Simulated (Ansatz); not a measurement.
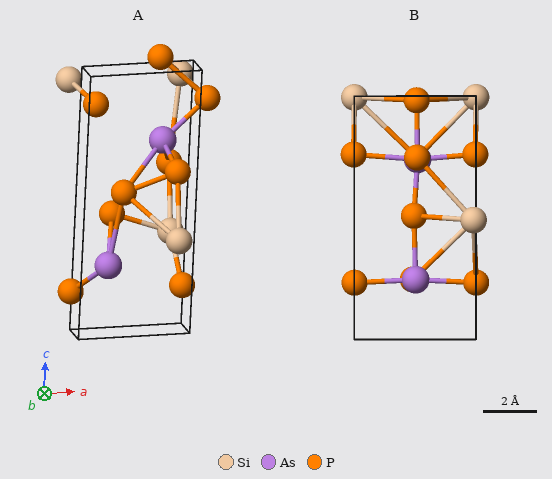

Two geometries of solid SiAsP3 (built on the KZnF3-221 type type), drawn at one scale. One is the start of a relaxation, the other its converged end. Style: ball-and-stick. Shown: the cell of the calculation, along the b axis.

Method: DFT, PBEsol, plane waves, PAW in Ansatz 0.2.0. Set-up: plane-wave cutoff 420 eV; k-point mesh 4 × 4 × 2; occupations fermi dirac; smearing width 0.05 eV; no spin polarisation; cell and atoms relaxed; force threshold 0.01 eV/Å; at most 120 steps.

### Which of the two is the end point?

Structure A is the relaxed one. Case: shaken. A P atom moves most relative to the cell: 2.03 Å along [−1 −1 1]. By element the largest moves are P 2.03 Å, Si 1.53 Å, As 0.99 Å. The volume changes by −8.2 %, with a 4.652 → 4.285 Å (−7.9 %), b 4.602 → 4.393 Å (−4.5 %), c 9.310 → 10.112 Å (+8.6 %), α 88.4° → 79.4°, β 90.0° → 84.7°, γ 91.2° → 99.7°. Some distances before and after: P–P 5.428 → 2.264 Å, P–Si 3.239 → 5.456 Å, P–Si 3.322 → 5.004 Å, As–Si 3.994 → 2.426 Å. Bonds break, among them: As–P (2.26 → 3.17 Å), As–P (2.32 → 3.15 Å), As–P (2.35 → 3.09 Å). Among the angles between lasting bonds that change: P–As–P 176.5° → 126.1°, As–P–As 176.5° → 126.1°, P–As–P 92.9° → 126.5°. The space group stays P1 (No. 1). The energy falls by 884 meV per atom in 42 accepted moves (45 points after the start). Largest force component: 1.9 eV/Å at the start, 0.0098 eV/Å at the end. The pressure goes from 0.27 to 0.00 GPa. The line search rejected the trial step at point 29 of the run. At 2 points the geometry stayed and the basis and grid were re-selected for the new cell (energy shift of 0.9 meV per atom at most each time).
